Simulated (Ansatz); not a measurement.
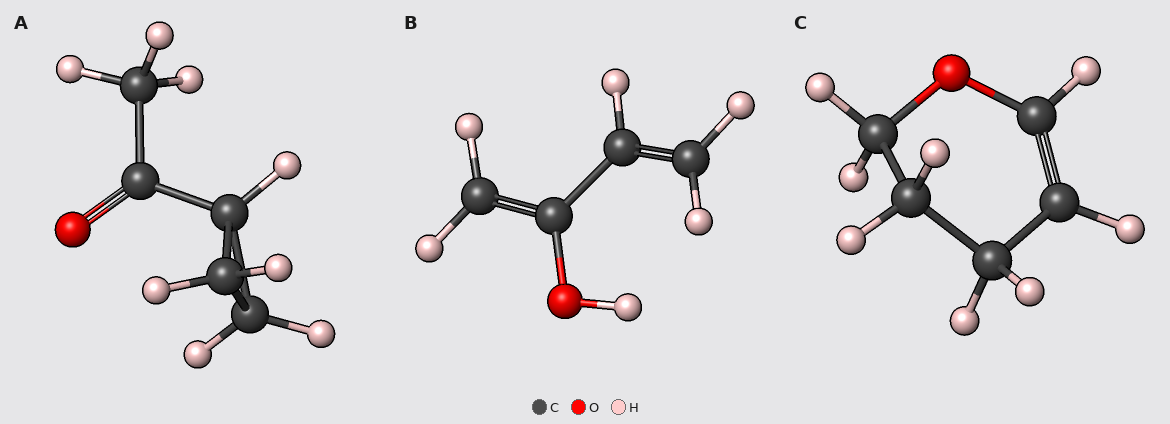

Simulated data, not a measurement (program: Ansatz).

Question: Match each picture to its SMILES.
(1) C1=COCCC1
(2) C=CC(=C)O
(3) CC(=O)C1CC1

Answer: A is (3), B is (2), C is (1).
